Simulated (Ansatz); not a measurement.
# B3LYP/6-31G(d) (Cartesian functions) run of C3H9BO3 (trimethyl borate)

Aim: the vertical ionisation energy of C3H9BO3 (trimethyl borate) at B3LYP/6-31G* (Cartesian functions), from 2 runs. 

The calculation is run with Ansatz 0.2.0.

54 further runs of the same task are left out: 54 set aside as unsound or not needed. Runs told in other sessions of the task aren't counted.

**1. Starting point**

C3H9BO3 has 16 atoms, charge 0, and is taken as a singlet. As SMILES, `COB(OC)OC`. The shape is that of a PBE0-D4/def2-TZVP optimisation.

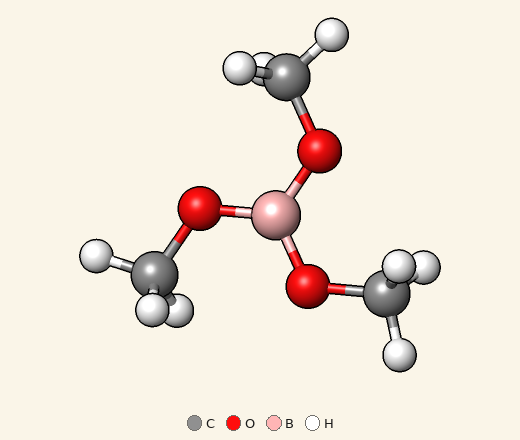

Viewed from a chosen angle; carbon grey, oxygen red, boron pink, hydrogen white.

**2. A single-point energy at B3LYP/6-31G(d) (Cartesian functions)**

The input, in.yaml:

```yaml
crystal:
  periodic: [false, false, false]
  atoms:
    - symbol: C
      position_ang: [1.447870, -1.887560, -0.352660]
    - symbol: O
      position_ang: [0.682100, -1.066760, 0.503320]
    - symbol: B
      position_ang: [-0.000010, -0.000060, 0.000010]
    - symbol: O
      position_ang: [0.055870, 0.276970, -1.332890]
    - symbol: C
      position_ang: [-0.649010, 1.381340, -1.858490]
    - symbol: O
      position_ang: [-0.737990, 0.789670, 0.829590]
    - symbol: C
      position_ang: [-0.798850, 0.506220, 2.211120]
    - symbol: H
      position_ang: [0.822960, -2.352490, -1.119780]
    - symbol: H
      position_ang: [2.235300, -1.315710, -0.850730]
    - symbol: H
      position_ang: [1.903440, -2.666920, 0.258790]
    - symbol: H
      position_ang: [-1.723480, 1.287510, -1.680110]
    - symbol: H
      position_ang: [-0.465400, 1.408420, -2.932900]
    - symbol: H
      position_ang: [-0.306990, 2.318880, -1.412170]
    - symbol: H
      position_ang: [-1.437640, 1.258810, 2.674120]
    - symbol: H
      position_ang: [0.193290, 0.546900, 2.668450]
    - symbol: H
      position_ang: [-1.221450, -0.485240, 2.394340]
basis:
  gaussian: {orbitals: "6-31G*"}
hamiltonian: {xc: {name: B3LYP}}
accuracy: high
output: {orbitals: {seedname: orbitals}}
```

Started as:

```sh
$ ansatz run in.yaml --threads 1 --pin off --max-ram 3480MiB --events-out events.jsonl --progress --plain --runs-dir runs
```

The program printed:

```text
Warning: RAYON_NUM_THREADS=1 ignored (pool sized by the plan → 1); use --threads N
Functional definition: B3LYP
  name "B3LYP"
  parameter a0 = 0.2
  parameter ax = 0.72
  parameter ac = 0.81
  exchange = (1 - a0 - ax)*slater_x + ax*b88_x + a0*exact_x
  correlation = (1 - ac)*vwn_rpa_c + ac*lyp_c
2952 factors; integrals over basis functions are off by at most 8.6e-9 eV
mean field evaluation 1: about -10069.4839 eV, gradient 6.9e1 eV
mean field evaluation 2: about -10064.3335 eV, gradient 8.8e1 eV
mean field evaluation 4: about -10078.4578 eV, gradient 2.5e0 eV
mean field evaluation 8: about -10078.7176 eV, gradient 1.7e-1 eV
mean field evaluation 16: about -10078.7177 eV, gradient 5.4e-5 eV
mean field -10078.71768133 eV, -370.3860431885 hartree, gradient 7.2e-8 eV, S^2 0.000000; 0 other end points of the search recorded, 0 dependent functions left out
reference -10078.71772527 eV, -370.3860448033 hartree; 28, 28 occupied and 95, 95 virtual orbitals, 2952 factors
Total energy: -10078.71772527 eV, -370.3860448033 hartree
```

Wall time 18 s (1 thread of Arm Neoverse V1, shared host); peak memory 0.55 GiB.

**3. The doublet cation**

The input, job.yaml:

```yaml
crystal:
  periodic: [false, false, false]
  atoms:
    - symbol: C
      position_ang: [1.447870, -1.887560, -0.352660]
    - symbol: O
      position_ang: [0.682100, -1.066760, 0.503320]
    - symbol: B
      position_ang: [-0.000010, -0.000060, 0.000010]
    - symbol: O
      position_ang: [0.055870, 0.276970, -1.332890]
    - symbol: C
      position_ang: [-0.649010, 1.381340, -1.858490]
    - symbol: O
      position_ang: [-0.737990, 0.789670, 0.829590]
    - symbol: C
      position_ang: [-0.798850, 0.506220, 2.211120]
    - symbol: H
      position_ang: [0.822960, -2.352490, -1.119780]
    - symbol: H
      position_ang: [2.235300, -1.315710, -0.850730]
    - symbol: H
      position_ang: [1.903440, -2.666920, 0.258790]
    - symbol: H
      position_ang: [-1.723480, 1.287510, -1.680110]
    - symbol: H
      position_ang: [-0.465400, 1.408420, -2.932900]
    - symbol: H
      position_ang: [-0.306990, 2.318880, -1.412170]
    - symbol: H
      position_ang: [-1.437640, 1.258810, 2.674120]
    - symbol: H
      position_ang: [0.193290, 0.546900, 2.668450]
    - symbol: H
      position_ang: [-1.221450, -0.485240, 2.394340]
basis:
  gaussian: {orbitals: "6-31G*"}
total_charge: 1
magnetization: {spin_polarized: true, initial_magnetization: 1}
hamiltonian: {xc: {name: B3LYP}}
accuracy: high
output: {orbitals: {seedname: orbitals}}
```

Started as:

```sh
$ ansatz run job.yaml --threads 1 --pin off --max-ram 3480MiB --events-out events.jsonl --progress --plain --runs-dir runs
```

The program printed (excerpt; [...] marks lines left out):

```text
Warning: RAYON_NUM_THREADS=1 ignored (pool sized by the plan → 1); use --threads N
[... 2 set-up lines as earlier in the session ...]
[...]
2949 factors; integrals over basis functions are off by at most 8.6e-9 eV
[...]
mean field -10068.87688406 eV, -370.0244005593 hartree, gradient 5.1e-8 eV, S^2 0.756978; 8 other end points of the search recorded, 0 dependent functions left out
reference -10068.87692540 eV, -370.0244020786 hartree; 28, 27 occupied and 95, 96 virtual orbitals, 2949 factors
Total energy: -10068.87692540 eV, -370.0244020786 hartree
```

It took 1.8 min on 1 thread of Arm Neoverse V1, shared host; peak memory 0.77 GiB.

**4. Outcome**

At B3LYP/6-31G* (Cartesian functions):

| quantity | value |
| --- | --- |
| singlet C3H9BO3: total energy | -370.38604 Eh |
| singlet C3H9BO3: HOMO energy | -7.52 eV |
| singlet C3H9BO3: LUMO energy | 2.39 eV |
| singlet C3H9BO3: HOMO–LUMO gap | 9.91 eV |
| doublet cation: total energy | -370.02440 Eh |
| doublet cation: HOMO energy (highest over α and β) | -12.84 eV |
| doublet cation: LUMO energy (lowest over α and β) | -12.11 eV |
| doublet cation: ⟨S²⟩ | 0.757 |
| vertical ionisation energy (to the doublet cation) | 9.841 eV |

**Reading.** The vertical ionisation energy comes to 9.84 eV (949 kJ/mol). The negative HOMO energy of the first species, 7.52 eV, lies 2.32 eV below that difference.
